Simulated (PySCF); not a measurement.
System: CH12NOPSi3 (SMILES CN[SiH2]P([SiH3])[SiH2]O).

Input

```
{"job": {"kind": "nmr", "xc": "PBE0", "basis": "pcSseg-1"}, "charge": 0, "multiplicity": 1}
C      2.402564     1.627564    -1.093544
N      1.554631     0.856484    -0.209790
Si     0.629782    -0.487160    -0.794928
P     -0.380335    -1.181718     1.053953
Si    -1.869861    -2.585118     0.218500
Si    -1.587964     0.653165     1.536954
O     -0.672325     1.954806     1.259579
H      3.316914     1.094997    -1.371026
H      1.846442     1.839397    -2.003339
H      2.679011     2.570114    -0.619011
H      2.010717     0.697622     0.680377
H     -0.219696     0.095852    -1.841037
H      1.381592    -1.607388    -1.377248
H     -2.691392    -2.001989    -0.846062
H     -2.723753    -2.998758     1.328921
H     -1.120859    -3.715961    -0.325042
H     -2.800874     0.727561     0.718184
H     -1.885950     0.615130     2.963534
H      0.121550     1.854649     0.713563
```

Launched as:

```sh
OMP_NUM_THREADS=1 python probes_run.py task.json out
```

Geometry: GFN2-xTB.

Method: PBE0/pcSseg-1, SCF density, gas phase, non-relativistic in PySCF.

**What can the converged electron density and electron localisation function tell about the bonding?**

C–N (1.45 Å): the density is about 1.9 e/Å³ at the midpoint; the ELF peaks at about 0.90 between the atoms; a covalent bond.
Si–N (1.73 Å): ρ at the midpoint is about 1.1 e/Å³; the ELF peaks at about 0.90 between the atoms (a shared but strongly polarised pair).
Si–P (2.22 Å): ρ is about 0.75 e/Å³ halfway; the ELF peaks at about 0.95 between the atoms (a shared electron pair).

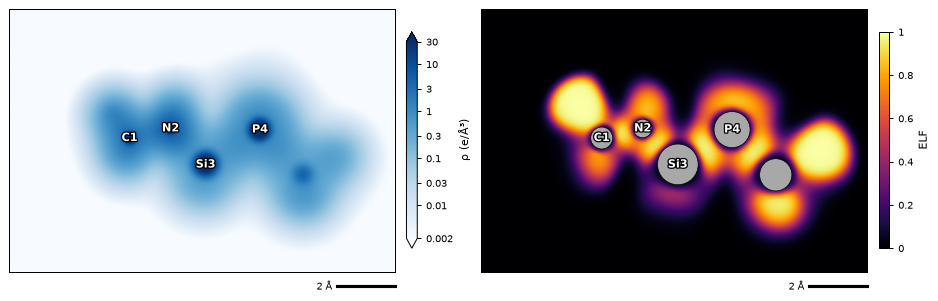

Computed electron density and electron localisation function on the plane of atoms C1, N2 and Si3, in this order. Grey discs cover the atomic cores in the ELF map. 
